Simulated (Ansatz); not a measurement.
## Electronic structure of AlH$_{5}$N$_{2}$ in real space

Input

```
crystal:
  periodic: [false, false, false]
  atoms:
    - { symbol: Al, position_ang: [0.0, 0.0, 0.0] }
    - { symbol: H, position_ang: [0.0, 0.0, 1.56] }
    - { symbol: "N", position_ang: [1.6627, 0.0, -0.96] }
    - { symbol: H, position_ang: [2.1293, -0.9179, -1.2118] }
    - { symbol: H, position_ang: [2.1141, 0.9179, -1.2382] }
    - { symbol: "N", position_ang: [-1.6627, 0.0, -0.96] }
    - { symbol: H, position_ang: [-2.3316, -0.8164, -0.8614] }
    - { symbol: H, position_ang: [-1.9118, 0.8164, -1.5886] }
basis:
  gaussian: { orbitals: def2-SVP }
hamiltonian:
  xc: pbe0
  dispersion: d4
relax:
  f_tol: 0.02
  max_steps: 40
output:
  orbitals: {}
```

Launched as:

```sh
ansatz run input.yaml --threads 1 --pin off --max-ram 2048MiB --backend cpu --events-out ev --progress --plain --runs-dir out
```

The fields are those of the run's last geometry, not of the input's.

The calculation used RKS PBE0-D4/def2-SVP in Ansatz 0.2.0.

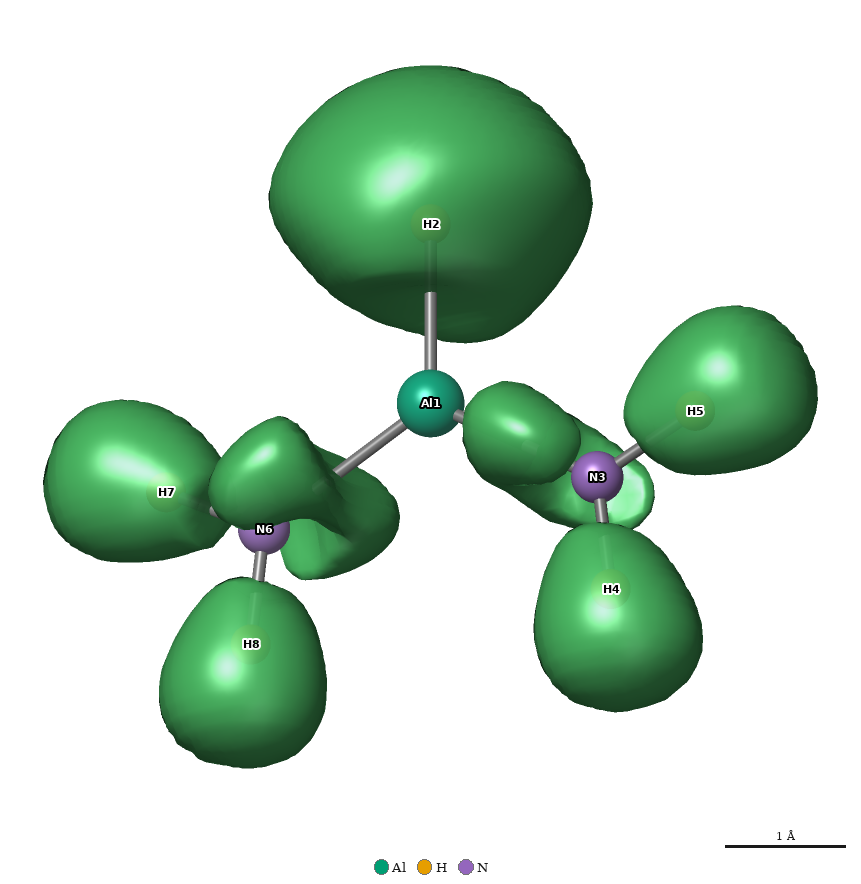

Figure 1. Isosurface of the electron localisation function at 0.85 (green), seen at an oblique angle. Core shells and regions of very low density are left out.

**What do the ELF domains correspond to?**

The surface consists of five regions around hydrogen nuclei and two lobes of the valence shell of N pointing towards Al. Profiles from the grid: Al–N (1.78 Å): the ELF peaks at about 0.90 in the valence shell of N, 0.7 Å from its nucleus, and is about 0.65 at the midpoint. N–H (1.01 Å): the ELF climbs to about 1 towards the hydrogen, as it does in any bond to H (a covalent bond by its length).

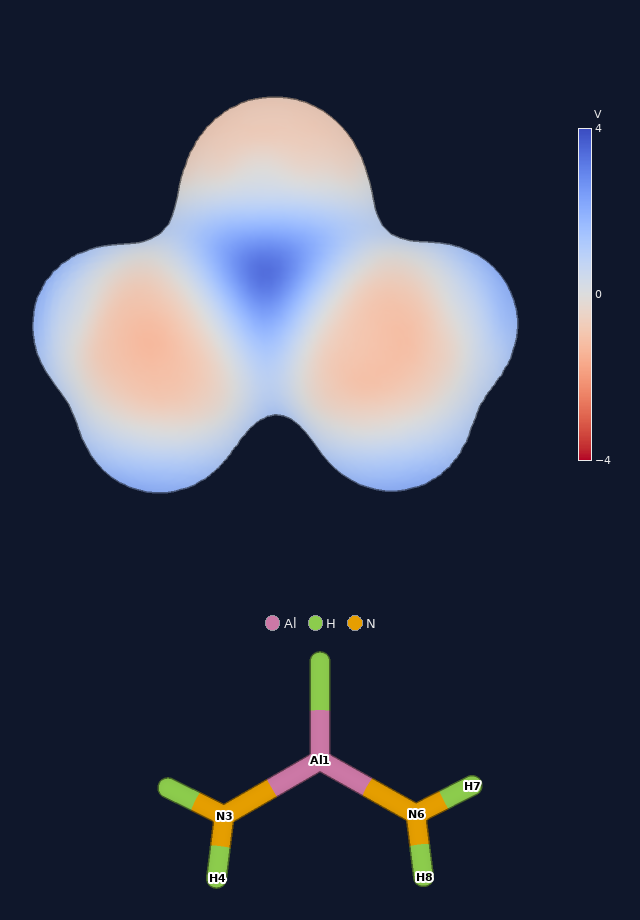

Figure 2. The molecular electrostatic potential painted on the density surface at 0.004 e/bohr³, seen across its widest extent; the colour scale runs from red (negative) to blue (positive). The bare structure is drawn below in the same view.

**Where is the surface potential most negative and most positive?**

The most negative region (about −1.2 V) lies over N3, the most positive (about +3.2 V) over Al1.

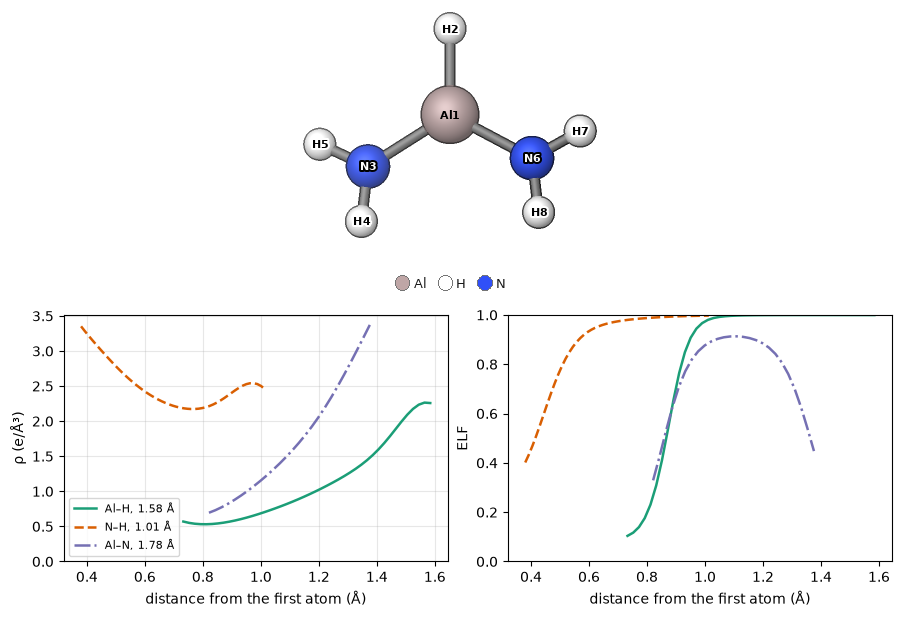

Figure 3. Total electron density and electron localisation function along straight lines between neighbouring atoms. The curves leave out the atomic cores. The structure is drawn too.

**Compare the contacts.**

Al–H (1.58 Å): ρ at the midpoint is about 0.53 e/Å³; the ELF climbs to about 1 towards the hydrogen.
N–H (1.01 Å): the density is about 2.8 e/Å³ at the midpoint; the ELF climbs to about 1 towards the hydrogen; an ordinary covalent bond to hydrogen.
Al–N (1.78 Å): the density is about 0.82 e/Å³ at the midpoint; the ELF peaks at about 0.90 in the valence shell of N, 0.7 Å from its nucleus, and is about 0.65 at the midpoint.

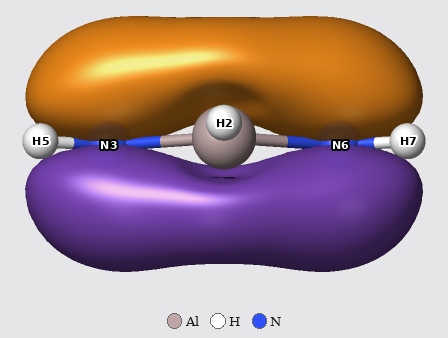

Figure 4. The HOMO−1 at ±0.08 Å⁻³ᐟ² (orange and purple are the two phases), seen from one side.

**Describe this orbital and give its energy.**

Its weight (Hirshfeld) is mainly on N3 (about 35 %), N6 (about 35 %) and Al1 (about 20 %); it changes sign across the molecular plane (π type); π-bonding across Al1–N3 and Al1–N6. Its energy is −7.37 eV.
